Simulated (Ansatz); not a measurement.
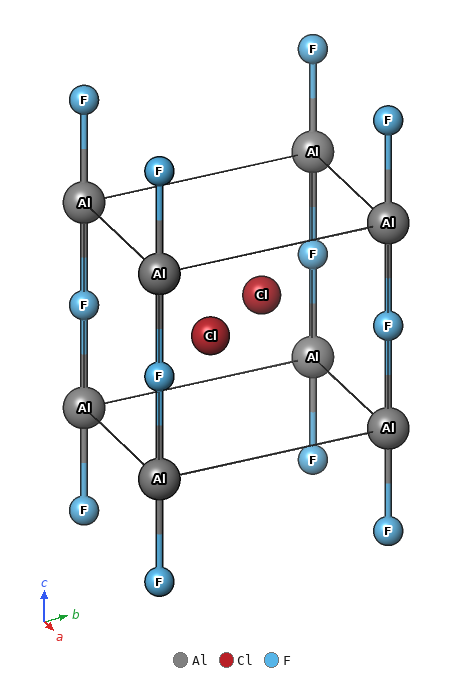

Structure drawing (ball-and-stick), viewed slightly off an axis. The simulation cell is outlined; an atom on or near a face, edge or corner is repeated at each equivalent position. Outside the box, the atoms bonded to those within are drawn.

```yaml
crystal:
  lattice:
    - [5.22622, 0.00000, 0.00000]
    - [-2.61311, 4.52604, 0.00000]
    - [0.00000, 0.00000, 3.48168]
  atoms:
    - { symbol: Al, position: [0.00000, 0.00000, 0.00000] }
    - { symbol: Cl, position: [0.33333, 0.66667, 0.50000] }
    - { symbol: Cl, position: [0.66667, 0.33333, 0.50000] }
    - { symbol: F, position: [0.00000, 0.00000, 0.50000] }
```

Electronic-structure method: Ansatz, DFT PBE, scalar-relativistic, plane waves, PAW. Parameters: a basis cut at 420 eV, k-grid 12×12×14, Gaussian smearing of 0.1 eV, no spin polarisation.

**List the Bader charges.**

Al +2.13 e; Cl -0.55 e; F -1.02 e.

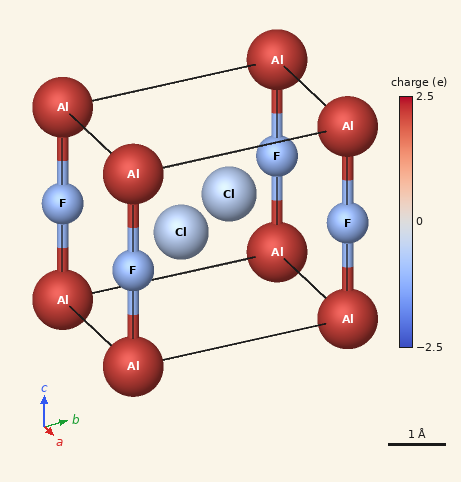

The atoms coloured by those charges.

The structure was taken from a random cell made by a generator, so it need not be a real form of the compound. Earlier steps of the study may have refined or changed the cell and positions. Ansatz was used for an electronic-structure calculation on it.
